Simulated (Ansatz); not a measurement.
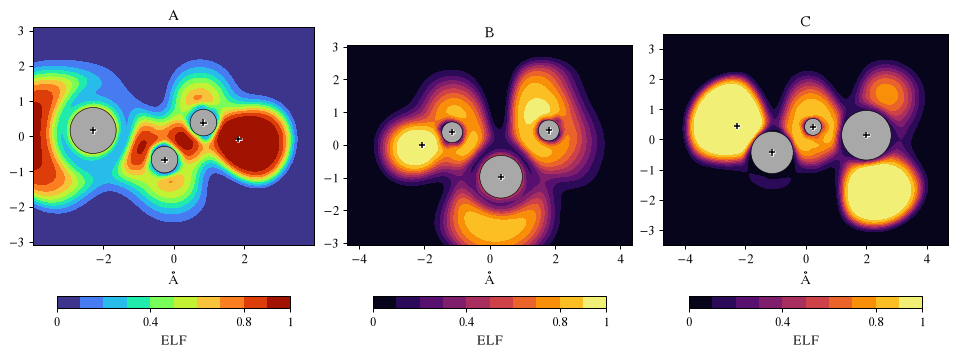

The electron localisation function of 3 systems, each on a plane through atoms (crosses mark nuclei in the plane; grey discs cover the cores).

All numbers below come from Ansatz, RKS PBE0-D4/def2-TZVPP.

System 1: C$_{2}$H$_{5}$ClSn (SMILES C[CH2][Sn][Cl]), the plane of atoms C2, C1 and H6. Geometry: PBE0-D4/def2-TZVP; core potentials replace the inner electrons of Sn.

```xyz
9

C    -0.3451    0.9187    0.0424
C     0.2952   -0.3106    0.6765
Sn    1.5081   -1.5023   -0.7058
Cl   -0.2779   -1.8567   -2.2443
H    -0.9810    0.6418   -0.8013
H    -0.9664    1.4645    0.7592
H     0.4037    1.6252   -0.3291
H     0.9280   -0.0363    1.5272
H    -0.4762   -0.9906    1.0580
```

System 2: H$_{5}$N$_{2}$Sb (SMILES [NH2][SbH][NH2]), the plane of atoms N1, Sb2 and N3. Geometry: PBE0-D4/def2-TZVP; core potentials replace the inner electrons of Sb.

| atom | x (Å) | y (Å) | z (Å) |
| --- | --- | --- | --- |
| N | -1.0396 | 0.4872 | -0.9472 |
| Sb | -0.2449 | 0.4582 | 0.9239 |
| N | 0.7236 | -1.2906 | 0.6253 |
| H | -2.0400 | 0.3391 | -0.9546 |
| H | -0.8410 | 1.3443 | -1.4460 |
| H | 0.9855 | 1.5629 | 0.4189 |
| H | 1.1550 | -1.6731 | 1.4562 |
| H | 1.3936 | -1.2853 | -0.1323 |

System 3: F$_{2}$GeH$_{4}$OSi (SMILES F[SiH](F)[O][GeH3]), the plane of atoms O4, Si2 and H6. Geometry: PBE0-D4/def2-TZVP.

```json
{"atom": "F", "x (Å)": "1.6850", "y (Å)": "-0.9376", "z (Å)": "-1.3958"}
{"atom": "Si", "x (Å)": "1.5574", "y (Å)": "0.0072", "z (Å)": "-0.1278"}
{"atom": "F", "x (Å)": "1.8417", "y (Å)": "-0.9213", "z (Å)": "1.1274"}
{"atom": "O", "x (Å)": "0.0967", "y (Å)": "0.6484", "z (Å)": "-0.0403"}
{"atom": "Ge", "x (Å)": "-1.6026", "y (Å)": "0.1166", "z (Å)": "0.1247"}
{"atom": "H", "x (Å)": "2.5844", "y (Å)": "1.0501", "z (Å)": "-0.1993"}
{"atom": "H", "x (Å)": "-2.4007", "y (Å)": "1.0115", "z (Å)": "-0.8278"}
{"atom": "H", "x (Å)": "-1.6834", "y (Å)": "-1.3643", "z (Å)": "-0.2683"}
{"atom": "H", "x (Å)": "-1.9900", "y (Å)": "0.3430", "z (Å)": "1.5902"}
```

> Match each panel to its system.

Panel A is system 1, C$_{2}$H$_{5}$ClSn: the plane holds C, Sn and H. C–C (1.52 Å): the ELF peaks at about 0.95 between the atoms, as expected for localised, covalent bonding. Panel B is system 2, H$_{5}$N$_{2}$Sb: the plane holds N, Sb and H. Sb–N (2.02 Å): the ELF peaks at about 0.85 in the valence shell of N, 0.7 Å from its nucleus, and drops to about 0.20 between the two atoms. Panel C is system 3, F$_{2}$GeH$_{4}$OSi: the plane holds Si, O, Ge and H. Si–O (1.60 Å): the ELF peaks at about 0.85 between the atoms: a polar covalent bond.
